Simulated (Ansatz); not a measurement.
## Electronic structure of CH₂FNSi (SMILES FC1=N[SiH2]1) in real space

```
atom    x (Å)    y (Å)    z (Å)
   F   1.4231  -1.6083   0.8515
   C   0.5130  -0.8154   0.3336
   N  -0.6241  -1.1109  -0.1245
  Si  -0.2844   0.6546  -0.2339
   H   0.0017   1.2434  -1.5575
   H  -0.9873   1.5727   0.6846
```

Geometry: PBE0-D4/def2-TZVP.

All numbers below come from RKS PBE0-D4/def2-TZVPP in Ansatz 0.2.0.

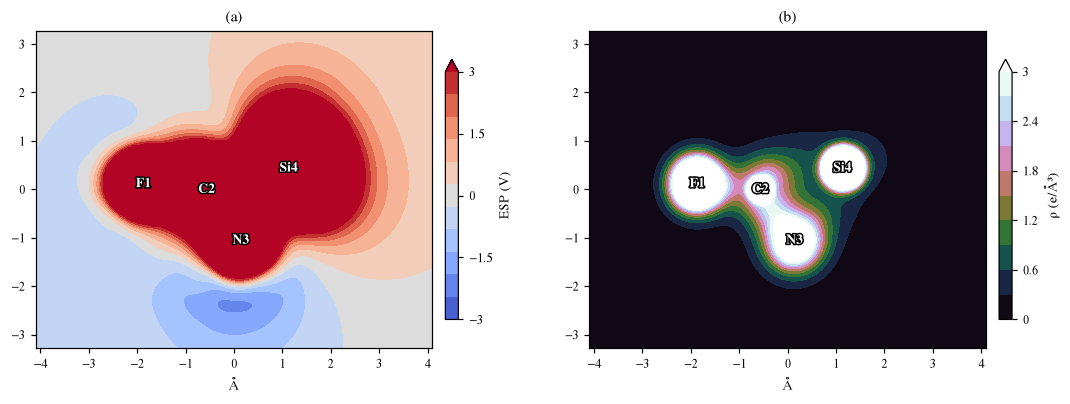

Figure 1. (a) electrostatic potential; (b) electron density on the plane of atoms F1, C2 and N3.

Q: What does the map show?

A:
- The section cuts through F, C, N and Si sites.
- C–N (1.26 Å): ρ is about 3 e/Å³ halfway.
- C–F (1.31 Å): ρ is about 2.5 e/Å³ halfway.
- C–Si (1.77 Å): the density is about 0.93 e/Å³ at the midpoint.
- Si–N (1.80 Å): ρ at the midpoint is about 0.98 e/Å³.
- Outside the dense part of the molecule the potential is most negative (−2.0 V) near N3.

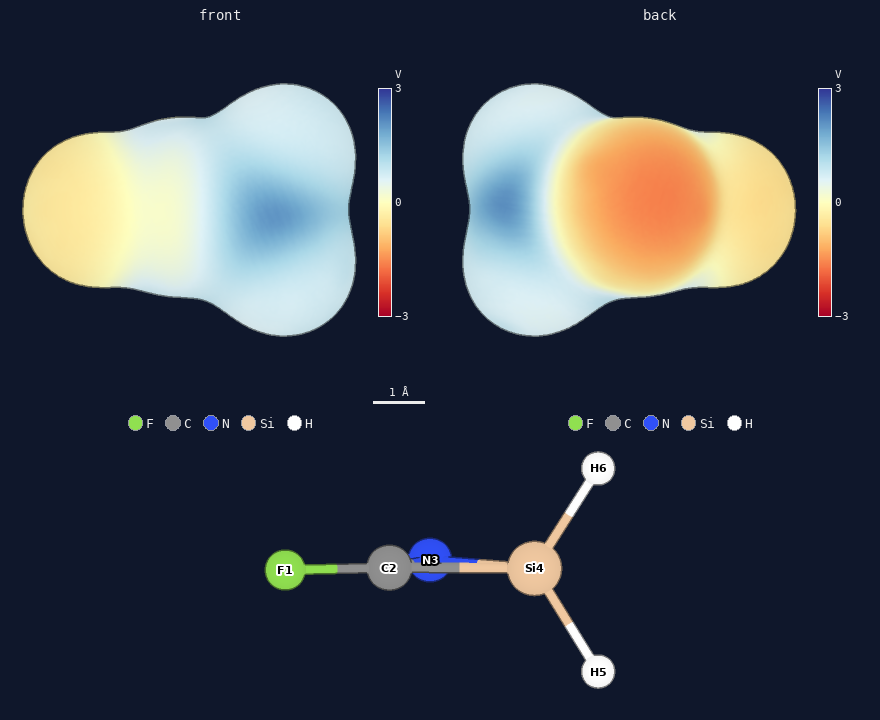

Figure 2. The molecular electrostatic potential painted on the density surface at 0.002 e/bohr³, seen from the front and from behind; the colour scale runs from red (negative) to blue (positive). The bare structure is drawn below in the same view.

Q: Which sites attract a positive test charge, and which a negative one?

A: A positive charge is drawn to the negative regions and a negative charge to the positive ones. The most negative region (about −1.6 V) lies over N3, the most positive (about +2.0 V) over Si4. N3 is the likeliest acceptor of a hydrogen bond.

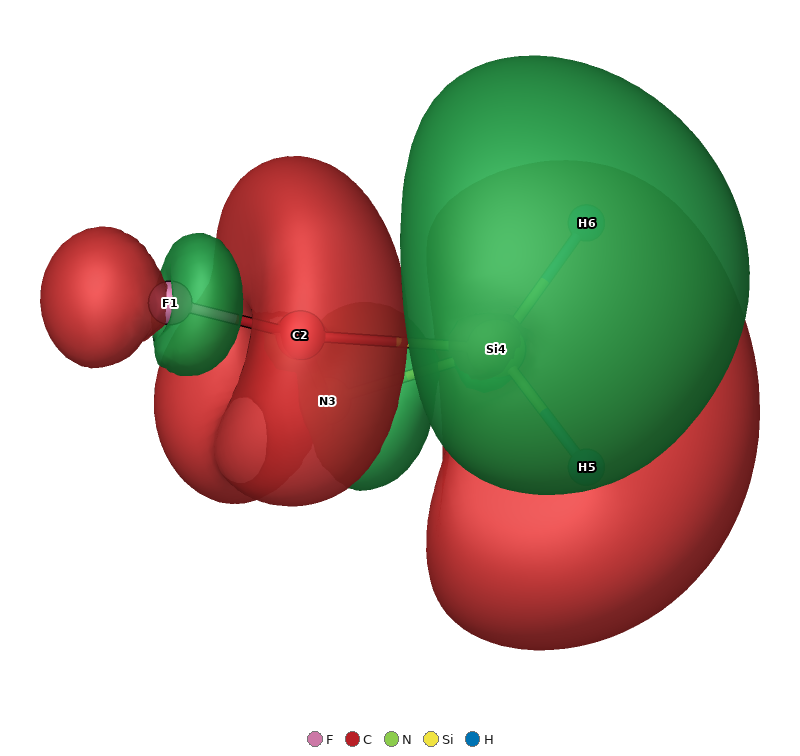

Figure 3. The LUMO at ±0.05 Å⁻³ᐟ² (green and red are the two phases), seen at a tilt.

Q: Describe this orbital and give its energy.

A: By Hirshfeld shares it lies mainly on Si4 (about 65 %), C2 (about 10 %), N3 (about 10 %), H5 (about 5 %) and H6 (about 5 %). Its energy is −1.12 eV.
